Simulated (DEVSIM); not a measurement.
Device: abrupt Si p-n junction, at 250 K.

```tsv
layer (left to right)	material	thickness (μm)	Nd (cm⁻³)	Na (cm⁻³)	τn (s)	τp (s)
1	Si	4.90	-	1.1e16	2.3e-6	2.3e-6
2	Si	0.850	1.2e17	-	2.3e-6	6.9e-8
```

Left contact: ohmic. Right contact: ohmic. Voltage is applied to the left contact. Recombination: SRH at mid-gap, radiative, Auger. Mobility is constant in doping.

This is a model device: material constants are rounded textbook-type values typed into the input, and sizes, dopings and lifetimes were drawn at random. Values at 300 K; Nc and Nv go as T^1.5, mobilities as T to minus their exponent, the gap by Varshni's rule with the affinity fixed.

```
parameter               Si
----------------  --------
gap (eV)             1.124
affinity (eV)         4.05
permittivity          11.7
Nc (cm⁻³)          2.86e19
Nv (cm⁻³)           3.1e19
μn (cm²/Vs)           1417
μp (cm²/Vs)            470
T exponent of μn       2.3
T exponent of μp       2.2
B (cm³/s)          4.7e-15
Cn (cm⁶/s)         2.8e-31
Cp (cm⁶/s)         9.9e-32
Varshni α (eV/K)  0.000473
Varshni β (K)          636
```

Simulated with DEVSIM: 1D drift-diffusion, Boltzmann statistics, complete ionisation; no tunnelling, impact ionisation, image-force lowering or self-heating.

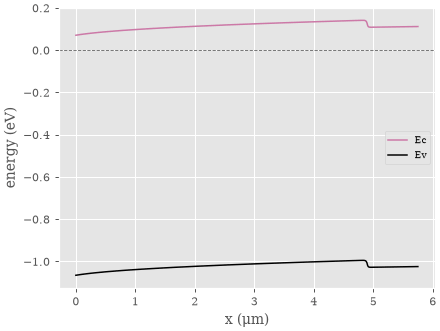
*Band edges at 0.9 V on the left contact*

Energies count from the Fermi level of the right contact; mesh points crowd at the junctions.

| x (μm) | Ec (eV) | Ev (eV) | n (cm⁻³) | p (cm⁻³) | field (V/cm) |
|---|---|---|---|---|---|
| 0.000 | 0.071 | -1.065 | < 1e2 | 1.1e16 | 440 |
| 0.02395 | 0.072 | -1.064 | 3.3e14 | 1.1e16 | 430 |
| 0.06777 | 0.074 | -1.062 | 8.8e14 | 1.2e16 | 410 |
| 0.1587 | 0.077 | -1.059 | 1.9e15 | 1.3e16 | 350 |
| 0.4208 | 0.085 | -1.051 | 4.4e15 | 1.5e16 | 260 |
| 0.8253 | 0.094 | -1.042 | 7.5e15 | 1.8e16 | 200 |
| 1.665 | 0.108 | -1.028 | 1.3e16 | 2.4e16 | 140 |
| 3.401 | 0.129 | -1.007 | 2.1e16 | 3.2e16 | 98 |
| 4.126 | 0.136 | -1.000 | 2.4e16 | 3.5e16 | 88 |
| 4.523 | 0.139 | -0.997 | 2.6e16 | 3.7e16 | 84 |
| 4.714 | 0.141 | -0.996 | 2.6e16 | 3.7e16 | 82 |
| 4.838 | 0.141 | -0.995 | 2.7e16 | 3.7e16 | -110 |
| 4.881 | 0.137 | -0.999 | 3.4e16 | 3.0e16 | -3500 |
| 4.901 | 0.122 | -1.015 | 7.0e16 | 1.5e16 | -12000 |
| 4.936 | 0.109 | -1.027 | 1.3e17 | 7.9e15 | -390 |
| 4.993 | 0.109 | -1.027 | 1.3e17 | 7.2e15 | 37 |
| 5.094 | 0.109 | -1.027 | 1.3e17 | 6.3e15 | 39 |
| 5.297 | 0.110 | -1.026 | 1.2e17 | 4.4e15 | 40 |
| 5.567 | 0.111 | -1.025 | 1.2e17 | 1.8e15 | 42 |
| 5.663 | 0.112 | -1.024 | 1.2e17 | 8.9e14 | 43 |
| 5.717 | 0.112 | -1.024 | 1.2e17 | 3.4e14 | 43 |
| 5.750 | 0.112 | -1.024 | 1.2e17 | < 1e2 | 43 |
